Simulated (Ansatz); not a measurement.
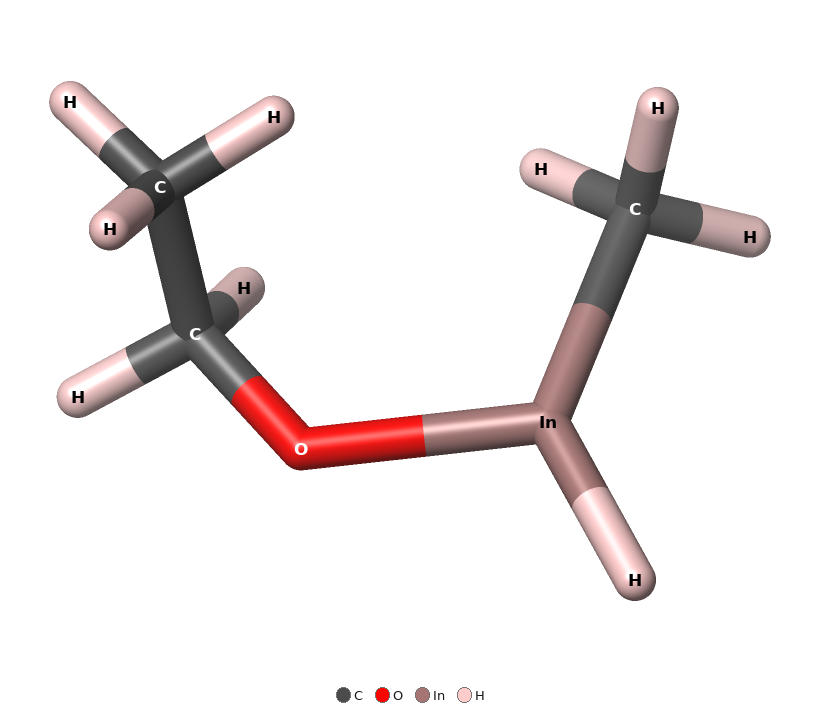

Every bond is drawn as one stick, whatever its order.

Computed geometry: PBE0-D4/def2-TZVP optimisation.

Describe the molecule.

It has 14 atoms: 3 carbon, 9 hydrogen, 1 indium and 1 oxygen (C₃H₉InO). SMILES: `CC[O][InH][CH3]`. This geometry has C1 symmetry. Coordination: 3 C tetrahedral; 1 O bent; 1 In trigonal planar.

More results for the same structure follow; atom numbers are the same in all pictures, views and colours differ.

## Geometry

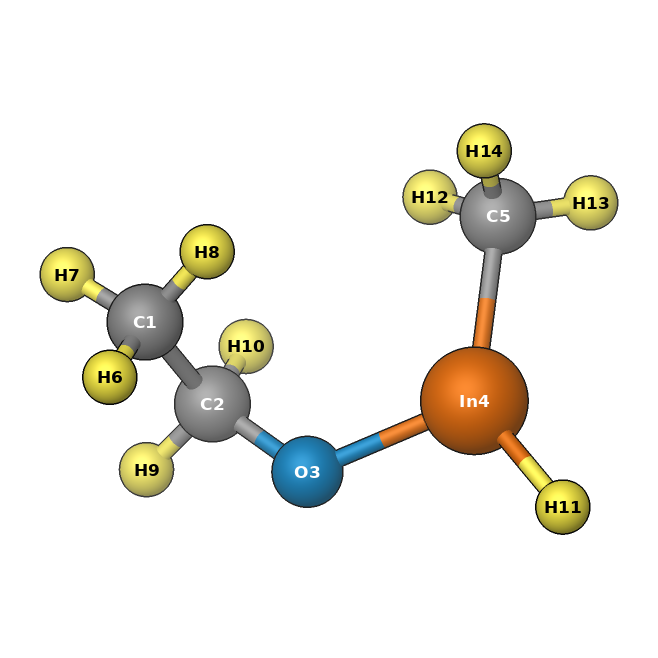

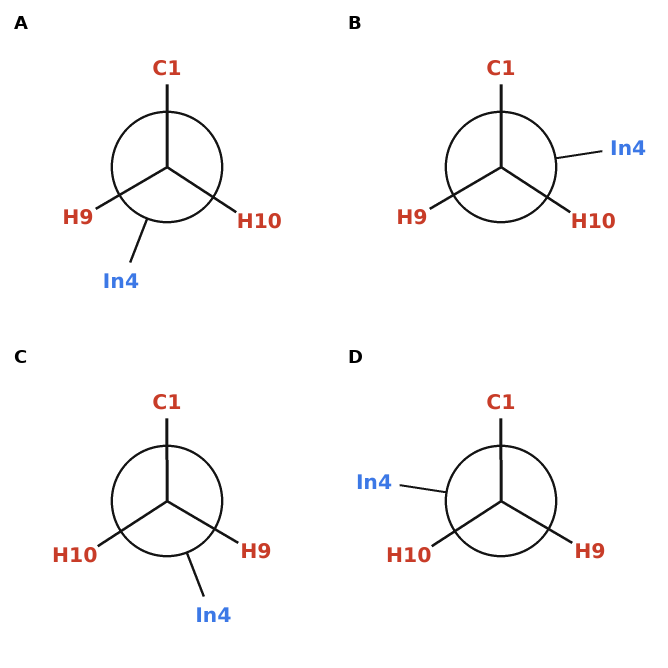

Atoms fade into the background with distance from the viewer. Bonds that would overlap in a projection are set slightly apart.

Which Newman projection shows the view along C2–O3, with C2 in front?

Answer. D. The torsion angle C1–C2–O3–In4 is −81°, about perpendicular.

## Dipole moment

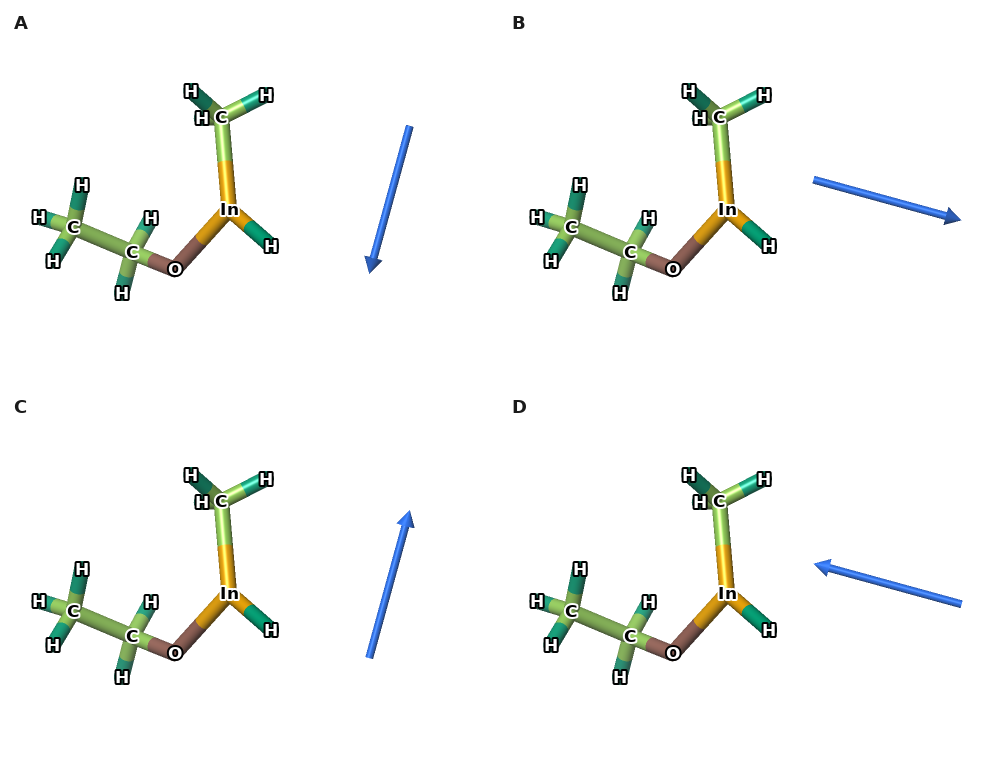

The same molecule four times, each with an arrow. Properties computed with RKS ωB97M-V/def2-TZVPP, core potentials on In (Ansatz 0.2.0).

Which arrow points along the dipole moment, from the negative to the positive end?

Answer. C. The dipole moment is 2.23 D.

## Levels of theory compared

Program: Ansatz 0.2.0.

Tabulate HOMO–LUMO gap (eV) at these levels: B97M-V/def2-TZVPP; BLYP-D4/def2-TZVPP; PBE0-D4/def2-QZVPP; PBE0-D4/def2-SVP; revPBE-D4/def2-TZVPP; ωB97M-V/def2-QZVPP; ωB97M-V/def2-SVP; ωB97M-V/def2-TZVPP.

| level | HOMO–LUMO gap (eV) |
| --- | --- |
| B97M-V/def2-TZVPP | 4.26 |
| BLYP-D4/def2-TZVPP | 3.83 |
| PBE0-D4/def2-QZVPP | 5.99 |
| PBE0-D4/def2-SVP | 5.96 |
| revPBE-D4/def2-TZVPP | 3.92 |
| ωB97M-V/def2-QZVPP | 9.61 |
| ωB97M-V/def2-SVP | 9.80 |
| ωB97M-V/def2-TZVPP | 9.67 |

## Charges

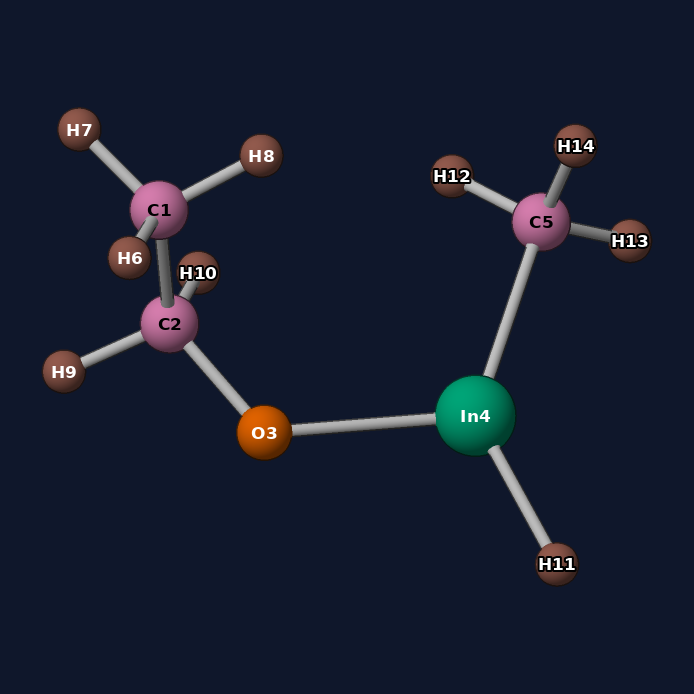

The questions are on Mulliken charges. Properties computed with RKS PBE0-D4/def2-TZVP, core potentials on In (Ansatz 0.2.0).

Which atom carries the highest charge (most positive or least negative)?

Answer. In4 (0.68 e).

And the lowest?

Answer. C5 (−0.66 e).

List the Mulliken charges.

| atom | value (e) |
| --- | --- |
| C1 | −0.36 |
| C2 | −0.01 |
| O3 | −0.51 |
| In4 | 0.68 |
| C5 | −0.66 |
| H6 | 0.12 |
| H7 | 0.11 |
| H8 | 0.10 |
| H9 | 0.09 |
| H10 | 0.07 |
| H11 | −0.08 |
| H12 | 0.15 |
| H13 | 0.15 |
| H14 | 0.15 |

Mulliken values depend strongly on the basis set and can even reverse the polarity of a bond.
